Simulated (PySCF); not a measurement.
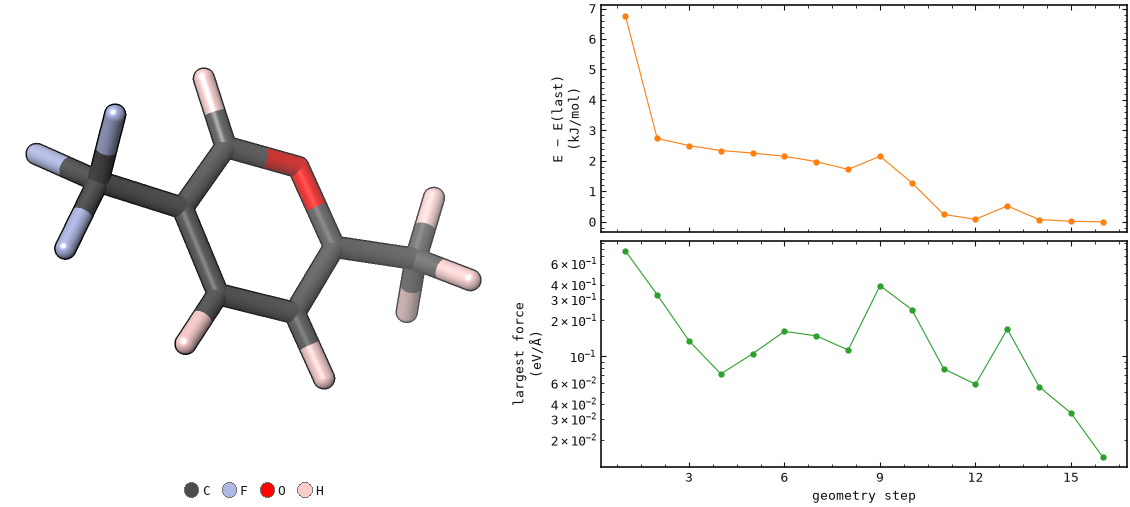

Beside the plot: the molecule at the start.

History of a geometry optimisation. The run: C7H6F3O (SMILES Cc1ccc(C(F)(F)F)c[o+]1) (charge +1), by PySCF 2.14.0, density fitting, PBE0-D3(BJ)/def2-SVP, geometry optimisation.

The optimisation met its thresholds at geometry 16, counting the start as the first. The energy fell by about 6.8 kJ/mol from the first step to the last, with a rise at steps 9 and 13. The largest force goes from about 0.77 eV/Å at the start to 0.014 eV/Å at the end.
